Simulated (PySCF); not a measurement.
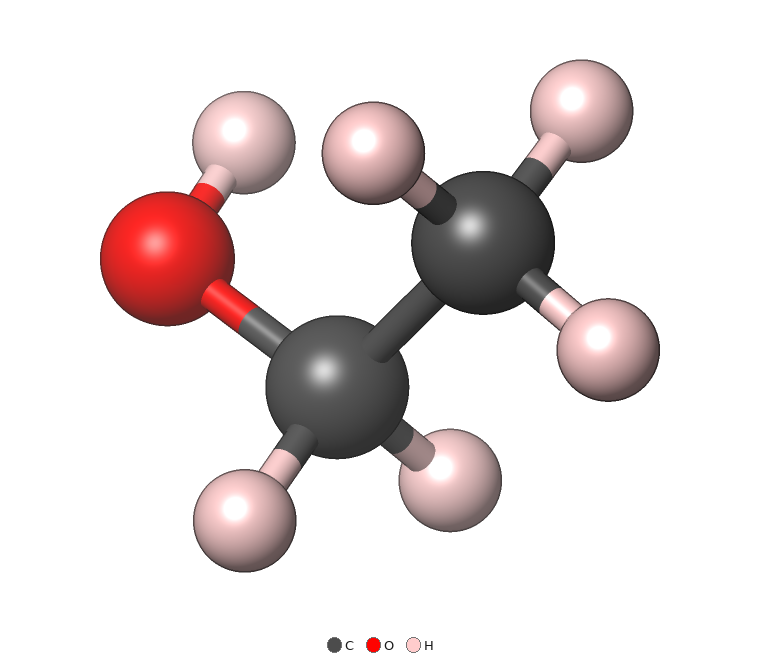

A ball-and-stick model of a molecule. Every bond is drawn as one stick, whatever its order.

The computed structure is the end point of a PBE0-D3(BJ)/def2-SVP optimisation. No frequency run is at hand to confirm it as a minimum.

**Which formula does it have?**

C2H6O, 9 atoms: 2 carbon, 6 hydrogen and 1 oxygen.

**Which point group does it belong to?**

C1.

More results for the same structure follow; atom numbers are the same in all pictures, views and colours differ.

Dipole moment

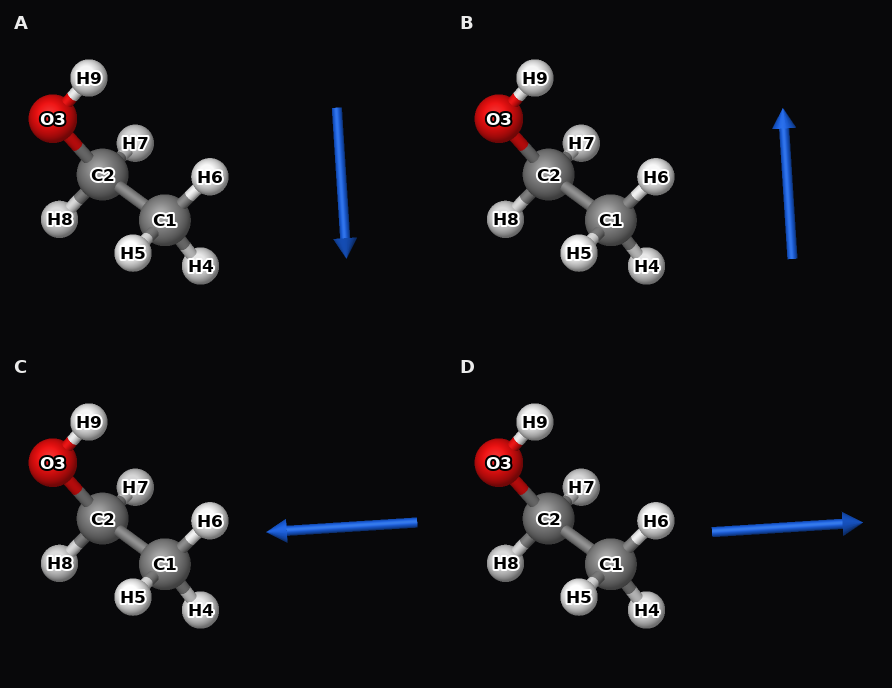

The same molecule four times, each with an arrow. No frequency run is at hand to confirm it as a minimum. Level of theory: PBE0/6-31G*, gas phase (PySCF 2.14.0).

**Which arrow points along the dipole moment, from the negative to the positive end?**

D. The dipole moment is 1.65 D; it points from the side of O3, H8 to the side of H6 (the outermost atoms at the two ends).

NMR shielding

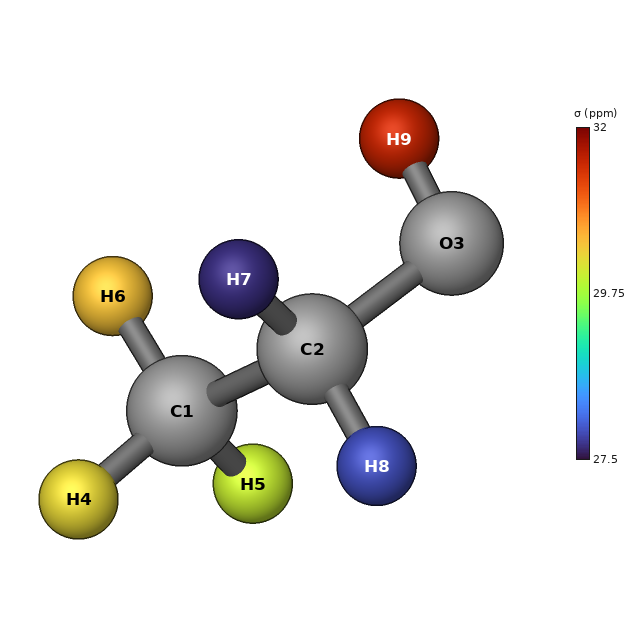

Atoms are coloured by their isotropic NMR shieldings (H only, the others grey). No frequency run is at hand to confirm it as a minimum. Method: GIAO ωB97X-D/pcSseg-2 NMR shielding, non-relativistic, gas phase (PySCF 2.14.0).

Give the isotropic NMR shieldings of the H atoms atom by atom.

```json
{"atom": "H4", "σ (ppm)": "30.24"}
{"atom": "H5", "σ (ppm)": "30.00"}
{"atom": "H6", "σ (ppm)": "30.43"}
{"atom": "H7", "σ (ppm)": "27.69"}
{"atom": "H8", "σ (ppm)": "27.89"}
{"atom": "H9", "σ (ppm)": "31.55"}
```

Quadrupole coupling

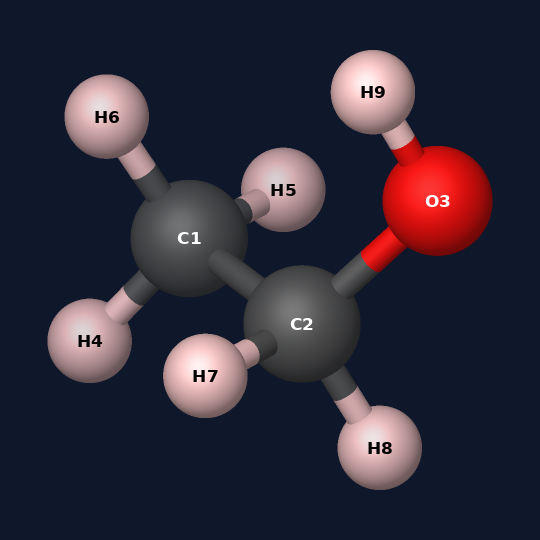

No frequency run is at hand to confirm it as a minimum. Electric field gradients from the ground-state density, PBE0/def2-SVP (PySCF 2.14.0), non-relativistic apart from any core potentials.

Give the largest field-gradient component, the quadrupole coupling constant and the asymmetry for 17O at O3 (Q = −25.6 mb).

```json
{"atom": "O3", "V_zz (a.u.)": "−1.876", "e²qQ/h (MHz)": "11.28", "η": "0.89"}
```
